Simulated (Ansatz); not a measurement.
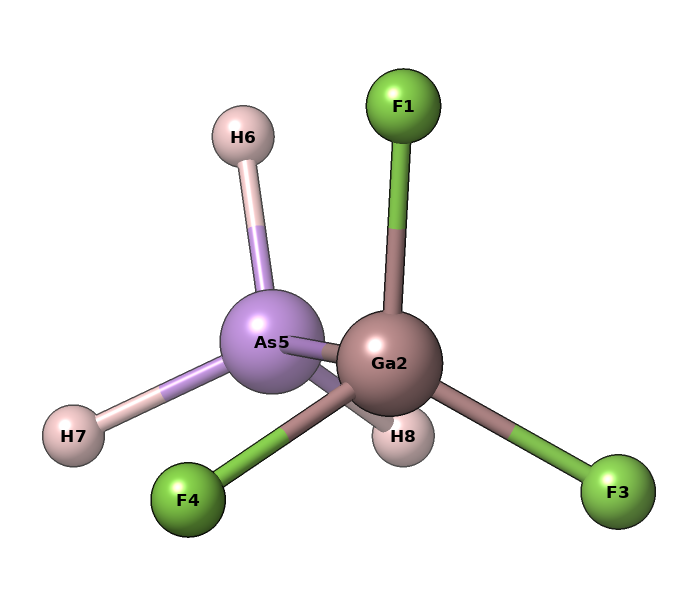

As5 lies behind Ga2. The molecule seen a little off the Ga2–As5 bond, Ga2 in front. Distant atoms are faded towards the background colour. The computed geometry is a stationary point of PBE0-D4/def2-TZVP, a saddle point of order 1.

### What is the torsion angle F1–Ga2–As5–H6? The sign is positive where the front bond must turn clockwise to cover the back bond.

1°, synperiplanar (eclipsed). The bonds about Ga2–As5 are eclipsed.
